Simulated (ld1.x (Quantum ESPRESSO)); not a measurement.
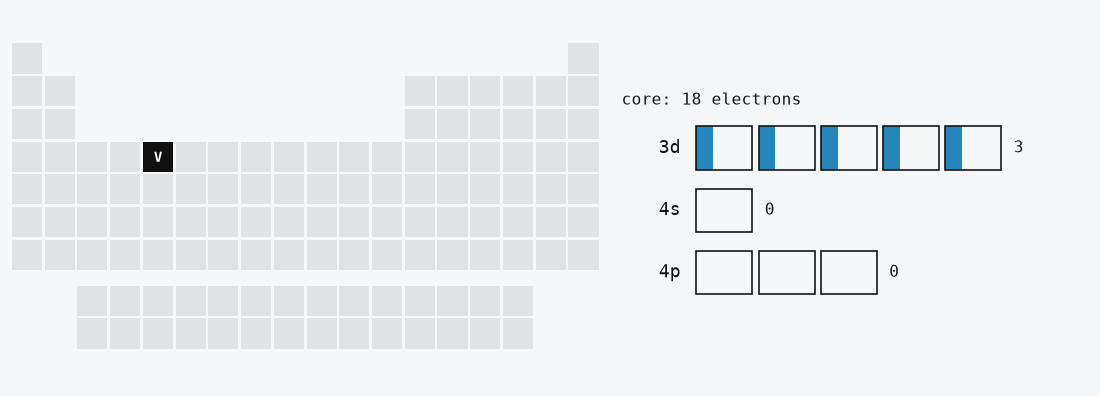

*Left, the place of vanadium in the periodic table; right, the valence shells of the reference configuration: a box for each of the 2l + 1 orbitals, shaded by the share of the shell that is filled, with the electron count at the right. The shells are those of the unaltered input.*

**V: pseudopotential generation**

- system: vanadium (V, Z = 23), core [Ar], reference valence 3d3 4s0 4p0 (an ion of charge +2), valence charge 5. (This line and the method describe the unaltered input from which the odd one was made.)
- method: TM potential, BP86, scalar-relativistic, made with ld1.x (Quantum ESPRESSO) 7.5

## Input file
```
 &input
   title='V', zed=23., rel=1, dft='BP', iswitch=3, lsd=1,
   config='[Ar] 3d3 4s0 4p0',
   nld=3, rlderiv=3.15, eminld=-4.0, emaxld=5.0, deld=0.02
 /
 &inputp
   pseudotype=2, tm=.true., lloc=0,
   nlcc=.false.,
   file_pseudopw='V.UPF', file_wfcaegen='ae.wfc', file_wfcncgen='nc.wfc', file_beta='beta', file_chi='chi'
 /
3
4P  2  1   0.00   0.00  2.90  2.90  0.0
3D  3  2   3.00   0.00  1.05  1.05  0.0
4S  1  0   0.00   0.00  1.80  1.80  0.0
 &test
   configts(1)='3d3 4s0 4p0'
 /
```

Hardware: 1 CPU thread, shared host.

Launched with:
```bash
ld1.x < V.in > V.out
```

## Log
```
     Program LD1 v.7.5
     --------------------------- All-electron run ----------------------------

     V
     scalar relativistic calculation

     atomic number is 23.00
     dft =BP   lsd =0 sic =0 latt =0  beta=0.20 tr2=1.0E-14
     Exchange-correlation= BP
                           (   1   1   1   1   0   0   0)
     mesh =1181 r(mesh) = 100.93793 a.u. xmin = -7.00 dx = 0.01250
     1 Ry =  13.60569312 eV, c = 137.03599908

     n l     nl                  e(Ry)          e(Ha)          e(eV)
     1 0     1S 1( 2.00)      -395.6883      -197.8441     -5383.6130
     2 0     2S 1( 2.00)       -45.5211       -22.7605      -619.3456
     2 1     2P 1( 6.00)       -38.2089       -19.1045      -519.8588
     3 0     3S 1( 2.00)        -6.3797        -3.1899       -86.8006
     3 1     3P 1( 6.00)        -4.4555        -2.2277       -60.6201
     3 2     3D 1( 3.00)        -1.5707        -0.7854       -21.3710
     4 0     4S 1( 0.00)        -1.2928        -0.6464       -17.5897
     4 1     4P 1( 0.00)        -0.9316        -0.4658       -12.6756

     final scf error:  7.0E-15 reached in  33 iterations

     Etot =   -1897.102904 Ry,    -948.551452 Ha,  -25811.399936 eV

     Ekin =    1914.747098 Ry,     957.373549 Ha,   26051.461417 eV
     Encl =   -4489.324920 Ry,   -2244.662460 Ha,  -61080.377185 eV
     Eh   =     767.746689 Ry,     383.873344 Ha,   10445.725841 eV
     Exc  =     -90.271771 Ry,     -45.135885 Ha,   -1228.210010 eV

     normalization and overlap integrals

     s(1S/1S) =  1.000000  <r> =   0.0664  <r2> =    0.0059  r(max) =   0.0435
     s(2S/2S) =  1.000000  <r> =   0.3082  <r2> =    0.1123  r(max) =   0.2565
     s(2P/2P) =  1.000000  <r> =   0.2740  <r2> =    0.0925  r(max) =   0.2074
     s(3S/3S) =  1.000000  <r> =   0.9488  <r2> =    1.0385  r(max) =   0.8204
     s(3P/3P) =  1.000000  <r> =   1.0155  <r2> =    1.2140  r(max) =   0.8411
     s(3D/3D) =  1.000000  <r> =   1.3150  <r2> =    2.2119  r(max) =   0.8843
     s(4S/4S) =  1.000000  <r> =   2.7800  <r2> =    8.7583  r(max) =   2.4339
     s(4P/4P) =  1.000000  <r> =   3.3173  <r2> =   12.5445  r(max) =   2.8634

     ------------------------ End of All-electron run ------------------------

     --------------------- Generating NC pseudopotential ---------------------

      Generating local pot.: lloc=0, matching radius rcloc =   1.8000

      Wfc   4P  rcut= 2.899  Using Troullier-Martins method

      Wfc   3D  rcut= 1.040  Using Troullier-Martins method

     ------------------- End of pseudopotential generation -------------------

     --------------------------- All-electron run ----------------------------

     V
     scalar relativistic calculation

     atomic number is 23.00
     dft =BP   lsd =0 sic =0 latt =0  beta=0.20 tr2=1.0E-14
     Exchange-correlation= BP
                           (   1   1   1   1   0   0   0)
     mesh =1181 r(mesh) = 100.93793 a.u. xmin = -7.00 dx = 0.01250
     1 Ry =  13.60569312 eV, c = 137.03599908

     n l     nl                  e(Ry)          e(Ha)          e(eV)
     1 0     1S 1( 2.00)      -395.6883      -197.8441     -5383.6130
     2 0     2S 1( 2.00)       -45.5211       -22.7605      -619.3456
     2 1     2P 1( 6.00)       -38.2089       -19.1045      -519.8588
     3 0     3S 1( 2.00)        -6.3797        -3.1899       -86.8006
     3 1     3P 1( 6.00)        -4.4555        -2.2277       -60.6201
     3 2     3D 1( 3.00)        -1.5707        -0.7854       -21.3710
     4 0     4S 1( 0.00)        -1.2928        -0.6464       -17.5897
     4 1     4P 1( 0.00)        -0.9316        -0.4658       -12.6756

     final scf error:  7.0E-15 reached in  33 iterations

     Etot =   -1897.102904 Ry,    -948.551452 Ha,  -25811.399936 eV

     Ekin =    1914.747098 Ry,     957.373549 Ha,   26051.461417 eV
     Encl =   -4489.324920 Ry,   -2244.662460 Ha,  -61080.377185 eV
     Eh   =     767.746689 Ry,     383.873344 Ha,   10445.725841 eV
     Exc  =     -90.271771 Ry,     -45.135885 Ha,   -1228.210010 eV

     normalization and overlap integrals

     s(1S/1S) =  1.000000  <r> =   0.0664  <r2> =    0.0059  r(max) =   0.0435
     s(2S/2S) =  1.000000  <r> =   0.3082  <r2> =    0.1123  r(max) =   0.2565
     s(2P/2P) =  1.000000  <r> =   0.2740  <r2> =    0.0925  r(max) =   0.2074
     s(3S/3S) =  1.000000  <r> =   0.9488  <r2> =    1.0385  r(max) =   0.8204
     s(3P/3P) =  1.000000  <r> =   1.0155  <r2> =    1.2140  r(max) =   0.8411
     s(3D/3D) =  1.000000  <r> =   1.3150  <r2> =    2.2119  r(max) =   0.8843
     s(4S/4S) =  1.000000  <r> =   2.7800  <r2> =    8.7583  r(max) =   2.4339
     s(4P/4P) =  1.000000  <r> =   3.3173  <r2> =   12.5445  r(max) =   2.8634

     ------------------------ End of All-electron run ------------------------

     Computing logarithmic derivative in   3.14488
     Computing logarithmic derivative in   3.14488
     Computing the partial wave expansion
       no projector for channel:   0
     R is outside the sphere for l=    1 j= 0.00
     R is outside the sphere for l=    2 j= 0.00

     ---------------------- Testing the pseudopotential ----------------------

     V
     scalar relativistic calculation

     atomic number is 23.00   valence charge is  5.00
     dft =BP   lsd =0 sic =0 latt =0  beta=0.20 tr2=1.0E-14
     mesh =1181 r(mesh) = 100.93793 xmin = -7.00 dx = 0.01250

     n l     nl             e AE (Ry)        e PS (Ry)    De AE-PS (Ry)
     3 2     3D   1( 3.00)       -1.57074       -1.57071       -0.00003
     1 0     4S   1( 0.00)       -1.29282       -1.29282       -0.00000
     2 1     4P   1( 0.00)       -0.93164       -0.93164        0.00000

     eps = 1.7E-15  iter =  4

     Etot =   -1897.102904 Ry,    -948.551452 Ha,  -25811.399936 eV
     Etotps =   -10.329480 Ry,      -5.164740 Ha,    -140.539729 eV

     Ekin =      27.493309 Ry,      13.746655 Ha,     374.065529 eV
     Encl =     -11.249212 Ry,      -5.624606 Ha,    -153.053327 eV
     Ehrt =       6.325063 Ry,       3.162531 Ha,      86.056862 eV
     Ecxc =      -2.525583 Ry,      -1.262792 Ha,     -34.362312 eV
     Epseu=     -30.373056 Ry,     -15.186528 Ha,    -413.246482 eV

     ---------------------- End of pseudopotential test ----------------------
```

## What the run reported

| quantity | value |
| --- | --- |
| outcome | generated |

## What is odd here

This input holds a deliberate oddity: spin polarisation asked for in a generation. The program ran to the end. The all-electron atom is untouched: its total energy equals that from the unaltered input (−1897.1029 Ry). The pseudo-atom's energy and levels in the reference configuration are also those from the unaltered input, so the oddity leaves no trace there. The pseudo-atom meets the occupied all-electron levels that the test lists within 0.00003 Ry. No test for ghost states or cutoffs was run on this potential, so its soundness isn't shown.
